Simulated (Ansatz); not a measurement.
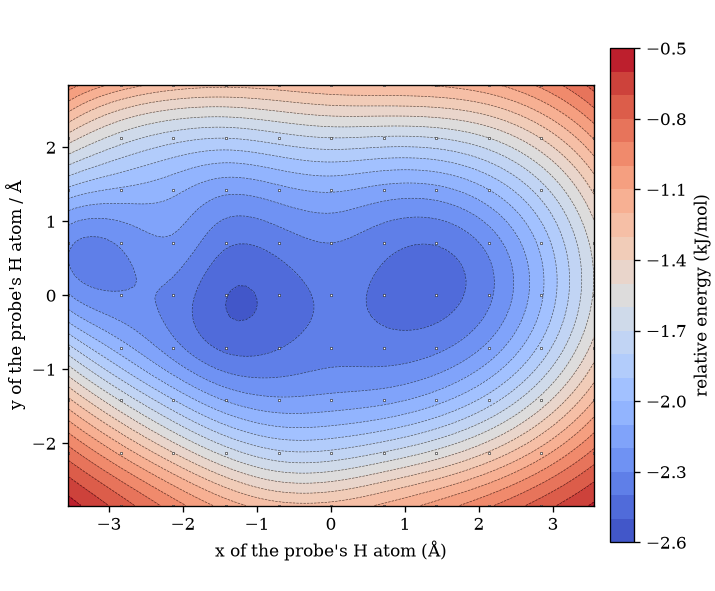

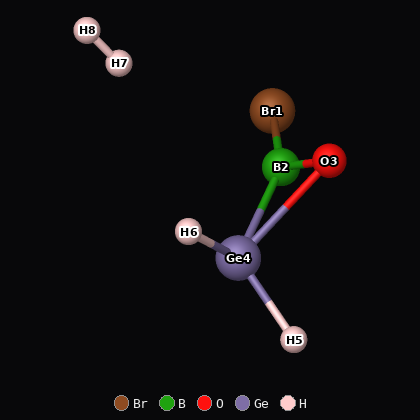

Energy landscape of BBrGeH₂O (SMILES Br[B]1[O][GeH2]1) with the probe H2. The probe is moved over a plane parallel to the molecule's main plane, 3.76 Å above it. Coordinates scanned: (1) x of the probe's H atom; (2) y of the probe's H atom. Nothing is relaxed (molecule and probe rigid, the probe upright with H nearest the plane). The grid has 11 × 9 points. Points are written as (first, second). All energies are given in kJ/mol relative to molecule and probe far apart, each relaxed in its own basis (no counterpoise correction). All numbers below come from RKS PBE-D4/def2-SVPD (Ansatz 0.2.0).

The picture shows filled contours, dots at the grid points. Between grid points the surface is interpolated. The second picture is the structure at the lowest point.

Describe this landscape.

Answer. The lowest grid point is at (−1.42 Å, 0.00 Å), −2.50 kJ/mol from molecule and probe far apart, each relaxed in its own basis (no counterpoise correction). There is a further well near (1.42 Å, 0.00 Å) (0.06 kJ/mol above the lowest at that grid point). The highest grid point, (−3.55 Å, −2.84 Å), lies 1.94 kJ/mol above the lowest. On the interpolated surface the easiest way out of the lowest well to the well at about (1.25 Å, 0.12 Å) passes a barrier of about 0.13 kJ/mol, counted from the interpolated bottom of the well. Near the minimum the curvatures are about 0.0044 and 0.0056 eV/Å² along the soft and the stiff direction.

The input of one point:

```yaml
crystal:
  periodic: [false, false, false]
  atoms:
    - { symbol: Br, position_ang: [2.081976, 0.294175, 3.0e-05] }
    - { symbol: B, position_ang: [0.201182, -0.00145, -7.3e-05] }
    - { symbol: O, position_ang: [-0.606715, -1.031017, 2.3e-05] }
    - { symbol: Ge, position_ang: [-1.676443, 0.738292, 2.0e-05] }
    - { symbol: H, position_ang: [-2.57129, 0.623228, -1.26309] }
    - { symbol: H, position_ang: [-2.571119, 0.623235, 1.263258] }
    - { symbol: H, position_ang: [-1.42, 0.0, 3.76] }
    - { symbol: H, position_ang: [-1.42, 0.0, 4.527662] }
basis:
  gaussian: { orbitals: def2-SVPD }
hamiltonian:
  xc: pbe
  dispersion: d4
output:
  forces: true
```

The whole map (99 points run) took 12 min on 1 thread of Intel(R) Xeon(R) Platinum 8375C CPU @ 2.90GHz (Ice Lake), on a shared host.
